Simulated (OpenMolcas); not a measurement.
# triplet AlBH2OF2 at 6 levels

Aim: a comparison of 6 runs (UHF/3-21G, UB3LYP/6-31G*, UM06-2X/6-31G*, UPBE/6-31G*, USVWN5/6-31G*, UTPSS/6-31G*) of triplet AlBH2OF2. 

Program for the calculation: OpenMolcas 26.06.

1 further run of the same task is left out (set aside as unsound or not needed).

## (1) Starting point

AlBH2OF2: 7 atoms, total charge 0, spin state triplet. As SMILES of the parent species, `O[B](F)[AlH][F]`. The coordinates come from a PBE0-D4/def2-TZVP relaxation. This is one conformer, not always the lowest. That shape belongs to the parent species and isn't relaxed for this state.

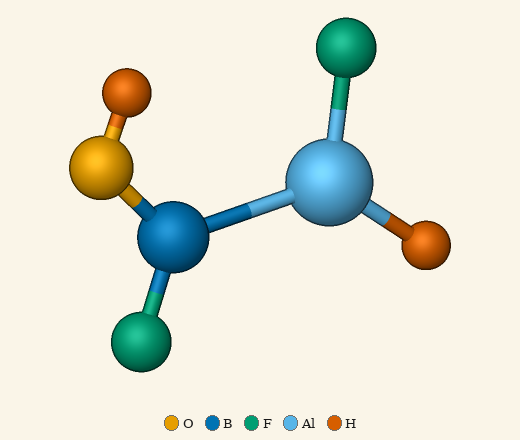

Viewed from a chosen angle; oxygen amber, boron blue, fluorine teal, aluminium blue, hydrogen orange.

## (2) A single-point energy at UHF/3-21G (run 1)

calc.input reads:

```
* AlBF2H2O Hartree-Fock

&GATEWAY
  BasLib=$CurrDir
  Coord
  7
  angstrom
  O        0.462300      -0.166500       1.769000
  B        0.511800      -0.675600       0.519100
  F        1.170800      -1.824800       0.394500
  Al      -0.411500       0.301600      -1.162100
  F       -1.152700       1.713100      -0.697800
  H       -0.019900       0.662300       1.825000
  H       -0.499600      -0.078200      -2.693300
  Basis=3-21G
  Group=NoSym

&SEWARD

&SCF
  UHF
  Spin=3
  Thresholds=1e-10 1e-07 1e-07 1e-05
  PrOrbitals=1 1
```

The basis set 3-21G is read from a file made from the Basis Set Exchange's data (not shown).

Run with:

```
$ export MOLCAS_MEM=1860
$ pymolcas calc.input > calc.log
```

Output:

```text
--- Start Module: gateway ---
[...]
--- Stop Module: gateway /rc=_RC_ALL_IS_WELL_ ---
--- Start Module: seward ---
[...]
      Basis functions           53
--- Stop Module: seward /rc=_RC_ALL_IS_WELL_ ---
[...]
--- Start Module: scf ---
[...]
       Convergence after  24 Iterations
[...]
::    Total SCF energy                               -538.5704280752
[...]
      Total spin, S                                     1.0014238925
[...]
      Total electronic charge=   46.000000
      Total            charge=   -0.000000
[...]
      Dipole Moment (debye):
      Origin of the operator (angstrom)=    0.0186   -0.0372   -0.0424
                   X=  1.1264E-01               Y= -3.5066E-02               Z=  4.7447E-01           Total=  4.8891E-01
      Quadrupole Moment (debye*angstrom):
[...]
--- Stop Module: scf /rc=_RC_ALL_IS_WELL_ ---
[...]
```

Wall time 4.8 s (1 thread of AMD EPYC 7R43 (Zen 3), shared host); peak memory 0.38 GiB.

## (3) The energy at UB3LYP/6-31G(d) (spherical functions) (run 2)

geom.xyz reads:

```xyz
7

O      0.462300    -0.166500     1.769000
B      0.511800    -0.675600     0.519100
F      1.170800    -1.824800     0.394500
Al    -0.411500     0.301600    -1.162100
F     -1.152700     1.713100    -0.697800
H     -0.019900     0.662300     1.825000
H     -0.499600    -0.078200    -2.693300
```

test.inp reads:

```
&GATEWAY
  BasLib=$CurrDir
  Coord=geom.xyz
  Basis=6-31Gs
  Group=NoSym

&SEWARD
  GridInput
  Grid=UltraFine
  End of Grid

&SCF
  UHF
  Spin=3
  KSDFT=B3LYP
  Thresholds=1e-10 1e-07 1e-07 1e-05
  PrOrbitals=1 1
```

The basis set 6-31G* is read from a file made from the Basis Set Exchange's data (not shown).

Run with:

```
$ export MOLCAS_MEM=1860
$ pymolcas test.inp > test.log
```

Output:

```text
--- Start Module: gateway ---
[...]
--- Stop Module: gateway /rc=_RC_ALL_IS_WELL_ ---
--- Start Module: seward ---
[...]
      Basis functions           78
--- Stop Module: seward /rc=_RC_ALL_IS_WELL_ ---
[...]
--- Start Module: scf ---
[...]
       Convergence after  22 Iterations
[...]
::    Total KS-DFT energy                            -543.4114579559
[...]
      Total spin, S                                     1.0009168487
[...]
      Total electronic charge=   46.000000
      Total            charge=   -0.000000
[...]
      Dipole Moment (debye):
      Origin of the operator (angstrom)=    0.0186   -0.0372   -0.0424
                   X=  5.2191E-02               Y=  7.7795E-02               Z=  5.0478E-01           Total=  5.1340E-01
      Quadrupole Moment (debye*angstrom):
[...]
--- Stop Module: scf /rc=_RC_ALL_IS_WELL_ ---
[...]
```

Run time: 48 s. Hardware: 1 thread of AMD EPYC 7R43 (Zen 3), shared host; peak memory 0.44 GiB.

Runs 3 to 4 aren't shown in full; the table further down has their settings and results.

## (4) The energy at USVWN5/6-31G(d) (spherical functions) (run 5)

calc.inp reads:

```
&gateway
baslib=$CurrDir
coord
7
angstrom
O        0.462300      -0.166500       1.769000
B        0.511800      -0.675600       0.519100
F        1.170800      -1.824800       0.394500
Al      -0.411500       0.301600      -1.162100
F       -1.152700       1.713100      -0.697800
H       -0.019900       0.662300       1.825000
H       -0.499600      -0.078200      -2.693300
basis=6-31Gs
group=NoSym
&seward
gridinput
Grid=UltraFine
End of Grid
&scf
uhf
spin=3
ksdft=SVWN5
thresholds=1e-10 1e-07 1e-07 1e-05
prorbitals=1 2
```

The basis set 6-31G* is read from a file made from the Basis Set Exchange's data (not shown).

Run with:

```
$ export MOLCAS_MEM=1860
$ pymolcas calc.inp > calc.log
```

Output:

```text
--- Start Module: gateway ---
[...]
--- Stop Module: gateway /rc=_RC_ALL_IS_WELL_ ---
--- Start Module: seward ---
[...]
      Basis functions           78
--- Stop Module: seward /rc=_RC_ALL_IS_WELL_ ---
[...]
--- Start Module: scf ---
[...]
       Convergence after  27 Iterations
[...]
::    Total KS-DFT energy                            -540.2541073088
[...]
      Total spin, S                                     1.0004638323
[...]
      Total electronic charge=   46.000000
      Total            charge=   -0.000000
[...]
      Dipole Moment (debye):
      Origin of the operator (angstrom)=    0.0186   -0.0372   -0.0424
                   X=  8.1116E-03               Y=  1.5026E-01               Z=  5.0031E-01           Total=  5.2245E-01
      Quadrupole Moment (debye*angstrom):
[...]
--- Stop Module: scf /rc=_RC_ALL_IS_WELL_ ---
[...]
```

Run time: 35 s. Hardware: 1 thread of AMD EPYC 7R43 (Zen 3), shared host; peak memory 0.44 GiB.

## (5) A single-point energy at UTPSS/6-31G(d) (spherical functions) (run 6)

test.inp reads:

```
* AlBF2H2O Kohn-Sham DFT
&gateway
baslib=$CurrDir
basisset
O.6-31Gs....
O1 0.462300 -0.166500 1.769000 angstrom
End of Basis
basisset
B.6-31Gs....
B2 0.511800 -0.675600 0.519100 angstrom
End of Basis
basisset
F.6-31Gs....
F3 1.170800 -1.824800 0.394500 angstrom
F5 -1.152700 1.713100 -0.697800 angstrom
End of Basis
basisset
Al.6-31Gs....
Al4 -0.411500 0.301600 -1.162100 angstrom
End of Basis
basisset
H.6-31Gs....
H6 -0.019900 0.662300 1.825000 angstrom
H7 -0.499600 -0.078200 -2.693300 angstrom
End of Basis
&seward
gridinput
Grid=UltraFine
End of Grid
&scf
uhf
spin=3
ksdft=2
1.0 MGGA_X_TPSS
1.0 MGGA_C_TPSS
thresholds=1e-10 1e-07 1e-07 1e-05
prorbitals=1 1
```

The basis set 6-31G* is read from a file made from the Basis Set Exchange's data (not shown).

Run with:

```
$ export MOLCAS_MEM=1860
$ pymolcas test.inp > test.log
```

Output:

```text
--- Start Module: gateway ---
[...]
--- Stop Module: gateway /rc=_RC_ALL_IS_WELL_ ---
--- Start Module: seward ---
[...]
      Basis functions           78
--- Stop Module: seward /rc=_RC_ALL_IS_WELL_ ---
[...]
--- Start Module: scf ---
[...]
       Convergence after  25 Iterations
[...]
::    Total KS-DFT energy                            -543.4389062484
[...]
      Total spin, S                                     1.0008427924
[...]
      Total electronic charge=   46.000000
      Total            charge=   -0.000000
[...]
      Dipole Moment (debye):
      Origin of the operator (angstrom)=    0.0186   -0.0372   -0.0424
                   X=  8.7576E-02               Y=  1.0718E-01               Z=  7.6222E-01           Total=  7.7469E-01
      Quadrupole Moment (debye*angstrom):
[...]
--- Stop Module: scf /rc=_RC_ALL_IS_WELL_ ---
[...]
```

It took 74 s on 1 thread of AMD EPYC 7R43 (Zen 3), shared host; peak memory 0.44 GiB.

## (6) The series

```tsv
run	level	integration grid	energy (Eh)	dipole moment (D)	HOMO energy (eV)	⟨S²⟩	wall time
1	UHF/3-21G	–	-538.570428	0.49	-6.34	2.004	4.8 s
2	UB3LYP/6-31G* (spherical functions)	UltraFine	-543.411458	0.51	-4.11	2.003	48 s
3	UM06-2X/6-31G* (spherical functions)	UltraFine	-543.254793	0.40	-5.25	2.004	66 s
4	UPBE/6-31G* (spherical functions)	UltraFine	-542.948178	0.71	-3.45	2.002	52 s
5	USVWN5/6-31G* (spherical functions)	UltraFine	-540.254107	0.52	-3.47	2.001	35 s
6	UTPSS/6-31G* (spherical functions)	UltraFine	-543.438906	0.77	-3.54	2.003	74 s
```

## (7) Outcome

| quantity | value |
| --- | --- |
| run 6: total energy | -543.43891 Eh |
| run 6: dipole moment | 0.77 D |
| run 6: HOMO energy (highest over α and β) | -3.54 eV |
| run 6: ⟨S²⟩ | 2.003 |

What this shows: The dipole moment (its size) runs from 0.40 D (UM06-2X/6-31G*) to 0.77 D (UTPSS/6-31G*). Totals of different functionals can't be ranked against each other. All runs together took 4.7 min, the longest 74 s.
